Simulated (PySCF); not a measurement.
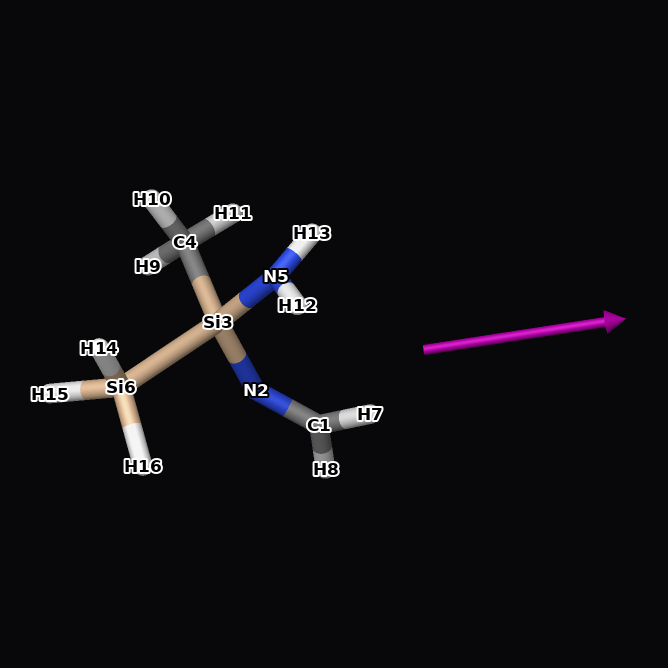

The arrow beside the molecule shows the direction of the dipole moment, from the negative to the positive end (its length means nothing). Computed geometry: GFN2-xTB optimisation. No frequency run is at hand to confirm it as a minimum. Properties computed with CAM-B3LYP/def2-SVPD, gas phase (PySCF 2.14.0).

Q: Estimate the dipole moment.

A: 2.49 D; it points from the side of H15 to the side of H7 (the outermost atoms at the two ends).

The geometry is semi-empirical. Around Si such bond lengths and angles can be off by a tenth of an ångström or more and by several degrees, and values that hang on the shape move with them.
